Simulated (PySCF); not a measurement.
**Excited-state calculation of GeBCl₃O₂**

- system: GeBCl₃O₂
- method: TDDFT CAM-B3LYP/def2-SVPD, vertical, gas phase, core orbitals frozen in the response (PySCF 2.14.0)

The geometry comes from this level: PBE0-D3(BJ)/def2-SVP.

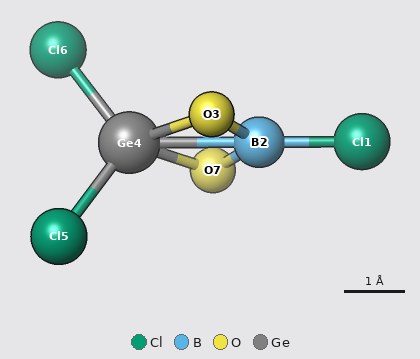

The structure (ball-and-stick view, seen at a tilt; atoms are numbered from 1 in the order of the input). Sticks mark near contacts.

Key numbers:

- outcome: converged
- total energy: −3632.450530 hartree
- HOMO: −10.90 eV
- LUMO: −1.48 eV
- dipole moment: 2.14 D
- mean polarisability: 83.42 a.u.
- vertical ionisation energy: 11.93 eV
- vertical electron affinity: 0.77 eV
- lowest singlet excitation: 6.31 eV
- hardware: 1 CPU thread, shared host
- wall time: 3.1 min
- peak memory: 1 GiB

Remarks:

Spin–orbit coupling is left out, which matters for the heavy atoms.

The input:
```
{"job": {"kind": "uv", "xc": "CAM-B3LYP", "basis": "def2-SVPD", "nstates": 6, "ntriplets": 2, "ip": true}, "charge": 0, "multiplicity": 1}
Cl     1.419039    -2.282182    -1.430472
B      0.605348    -1.007782    -0.572381
O      0.929513     0.338859    -0.660188
Ge    -0.422413     0.605353     0.506277
Cl     0.127323     1.294980     2.420862
Cl    -2.090446     1.669354    -0.221261
O     -0.461725    -1.188748     0.294021
```

The first line tells a small driver script what to run in PySCF; the rest is the geometry in Å.

Command:
```bash
OMP_NUM_THREADS=1 python <driver script> task.json out
```

What the program printed:
```
coarse grid: 41904 points
cycle   1  E = -3632.2068513486  dE =  6.899e-01  |g| = 1.120e+00  |ddm| = 4.478e+00
cycle   2  E = -3632.0365884389  dE =  1.703e-01  |g| = 1.539e+00  |ddm| = 3.572e+00
cycle   3  E = -3632.4486144081  dE = -4.120e-01  |g| = 8.520e-02  |ddm| = 1.864e+00
cycle   4  E = -3632.4500685839  dE = -1.454e-03  |g| = 4.620e-02  |ddm| = 2.093e-01
cycle   5  E = -3632.4505547307  dE = -4.861e-04  |g| = 7.345e-03  |ddm| = 6.104e-02
cycle   6  E = -3632.4505632453  dE = -8.515e-06  |g| = 2.356e-03  |ddm| = 1.123e-02
final grid: 81904 points
cycle   7  E = -3632.4505287500  dE = -3.263e-07  |g| = 2.267e-03  |ddm| = 6.576e-03
cycle   8  E = -3632.4505286449  dE =  1.052e-07  |g| = 2.426e-03  |ddm| = 4.923e-03
cycle   9  E = -3632.4505295462  dE = -9.013e-07  |g| = 2.276e-04  |ddm| = 2.592e-03
cycle  10  E = -3632.4505295563  dE = -1.013e-08  |g| = 2.959e-05  |ddm| = 2.806e-04
cycle  11  E = -3632.4505295567  dE = -3.238e-10  |g| = 1.860e-05  |ddm| = 9.256e-05
```

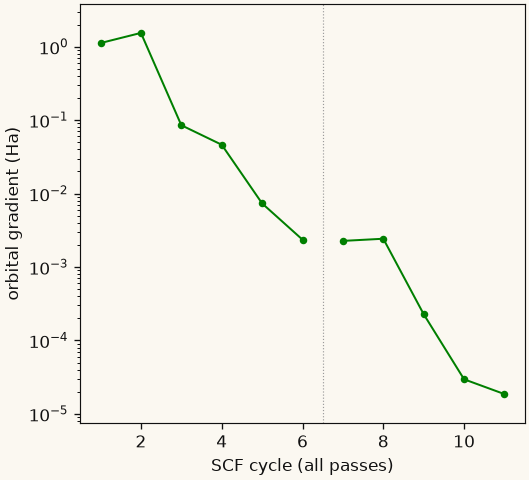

Convergence of the self-consistent field: orbital gradient against the SCF cycle. The dotted line marks the change from a coarse to the final integration grid. The first 6 cycles use a coarse grid, the final grid takes over at cycle 7, and the field converges after 11 cycles in all.

```
converged SCF energy = -3632.4505295567

Static polarisability (au): isotropic 83.424, principal 63.245 82.047 104.981

Singlet excitations
state   eV       nm        f      main configurations
  1   6.3138    196.4   0.00000   H-2->L 0.95
  2   6.4758    191.5   0.01491   H-4->L 0.79, H-1->L 0.16
  3   6.5311    189.8   0.01395   H-3->L 0.52, H->L 0.40
  4   6.8589    180.8   0.00000   H-5->L 0.94
  5   7.0501    175.9   0.05907   H-6->L 0.89
  6   7.1171    174.2   0.00107   H-7->L 0.37, H-3->L 0.36, H->L 0.24

Triplet excitations (Tamm-Dancoff, eV): 5.9271 5.9544
Vertical ionisation energy (delta-SCF) = 11.9320 eV
Vertical electron affinity (delta-SCF) = 0.7697 eV
```

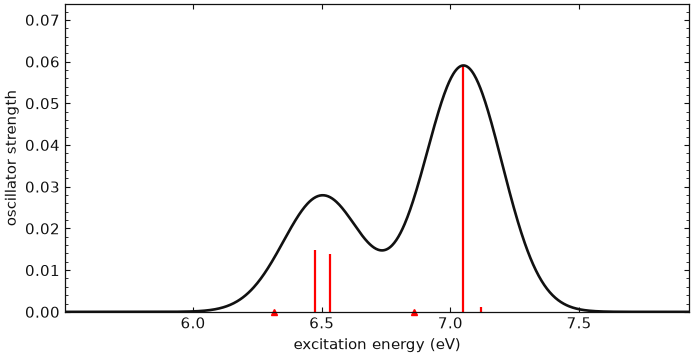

Computed excitations as sticks (degenerate states added up, dark ones marked on the axis), with a Gaussian envelope of 0.35 eV full width at half maximum, scaled to the tallest. Of the 6 states the lowest lies at 6.31 eV (f = 0.000); the strongest line is at 7.05 eV, or 176 nm (f = 0.059).

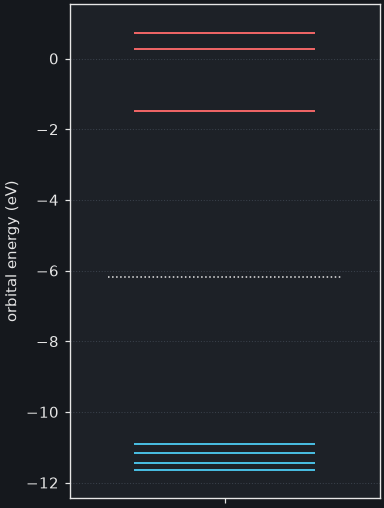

Orbital energies near the frontier; the dotted line parts filled from empty levels, and levels within 0.02 eV of each other stand side by side. Highest filled −10.90 eV, lowest empty −1.48 eV, 9.42 eV apart.
